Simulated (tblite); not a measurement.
# Run report: C3H15BSi4, frequency calculation

- system: C3H15BSi4
- method: GFN2-xTB harmonic vibrations, gas phase (tblite 0.8.0)

It belongs to a series of runs on one base structure; here: H on Si replaced by BMe2.

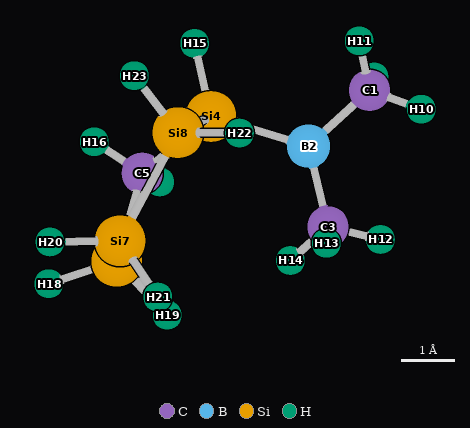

*The input geometry (ball-and-stick view, seen at a tilt; atoms are numbered from 1 in the order of the input).*

Bond lengths as drawn: B–C 1.58 Å, B–Si 1.95 Å, C–H 1.09 Å, C–Si 1.91 to 1.93 Å, H–Si 1.47 to 1.49 Å and Si–Si 2.32 to 2.35 Å.

**The input**
```
{"job": {"kind": "ir", "xc": "GFN2-xTB", "basis": "xTB"}, "charge": 0, "multiplicity": 1}
C     -3.256339    -0.009717     0.413912
B     -1.785215    -0.077884    -0.148590
C     -1.509566     0.401334    -1.625797
Si    -0.289586    -0.598427     0.994659
C      1.025745    -1.719894     0.127805
Si     2.302554    -0.853897    -1.001536
Si     2.707452     1.189260     0.022491
Si     0.982213     1.292385     1.586147
H     -3.711428    -0.995993     0.298893
H     -3.907244     0.689066    -0.109966
H     -3.303265     0.214914     1.478542
H     -2.398177     0.465113    -2.252133
H     -1.084544     1.407093    -1.583396
H     -0.773322    -0.208321    -2.147949
H     -0.659724    -1.363324     2.213092
H      1.581136    -2.234704     0.913411
H      0.522018    -2.507359    -0.432305
H      3.456711    -1.749667    -1.170569
H      1.723727    -0.736970    -2.350112
H      4.059908     1.286698     0.589804
H      2.673312     2.301578    -0.939890
H      0.189933     2.531099     1.499522
H      1.448950     1.304603     2.979558
```

The first line tells a small driver script what to run in tblite; the rest is the geometry in Å.

Launch command:
```bash
OMP_NUM_THREADS=1 python <driver script> task.json out
```

**Output**
```
mode    cm-1     km/mol
  1      24.5      0.00
  2      30.8      0.02
  3      55.1      1.11
  4      64.6      0.05
  5      81.0      2.24
  6     104.3      0.82
  7     122.0      0.62
  8     171.0      0.23
  9     212.2      1.46
 10     273.9      6.02
 11     291.6      5.30
 12     309.5     29.72
 13     325.0      3.65
 14     343.6      6.95
 15     390.7     10.77
 16     396.3     14.27
 17     419.5     29.25
 18     453.4     13.76
 19     477.8      1.39
 20     502.9    177.55
 21     511.0      4.59
 22     526.3     33.88
 23     555.6      3.33
 24     571.8    136.61
 25     599.5     25.53
 26     606.8    164.94
 27     631.6    209.45
 28     687.6     19.43
 29     697.7    235.62
 30     724.0    343.07
 31     782.9     60.75
 32     819.7    115.95
 33     827.3    136.81
 34     835.1    302.66
 35     841.7      1.10
 36     853.9    187.74
 37     877.0      4.77
 38    1017.5      6.75
 39    1108.8    124.34
 40    1117.1     98.39
 41    1126.5     12.41
 42    1385.1     39.17
 43    1391.3     11.48
 44    1473.6      0.29
 45    1480.9      4.30
 46    1484.0      4.32
 47    1496.7      3.59
 48    1500.8      0.10
 49    2054.1    359.43
 50    2137.5    150.31
 51    2149.1     47.37
 52    2159.1    234.35
 53    2172.7    207.22
 54    2178.3    935.57
 55    2181.1    335.74
 56    2958.6     36.91
 57    2972.0     14.73
 58    2976.5     13.98
 59    2978.3     25.30
 60    3008.3     10.01
 61    3013.3     82.83
 62    3017.5     15.30
 63    3019.7     24.71
```

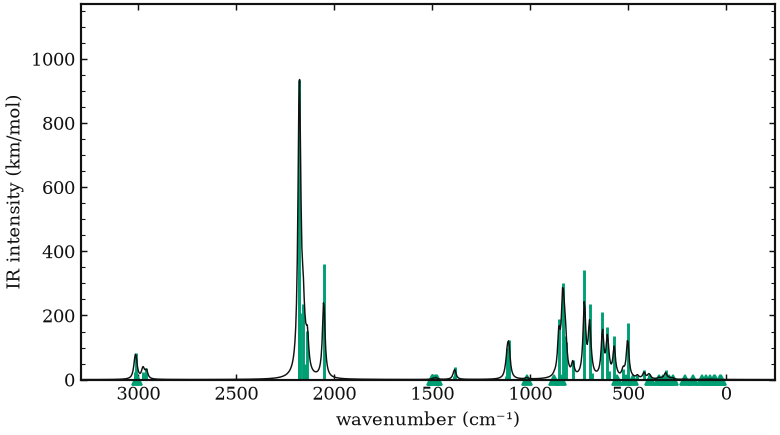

*Harmonic infrared spectrum, unscaled: sticks (degenerate modes added up, dark ones marked on the axis) with a Lorentzian envelope of 16 cm⁻¹ full width, scaled to the tallest stick.*

63 modes from 24 to 3020 cm⁻¹, none imaginary. The strongest line is at 2178 cm⁻¹ (936 km/mol).

**Key numbers**

| quantity | value |
| --- | --- |
| outcome | converged |
| total energy | −602.5032 eV |
| zero-point energy | 100.8680 kcal/mol |
| hardware | 1 CPU thread, shared host |
| wall time | 1.6 s |
| peak memory | 0.18 GiB |
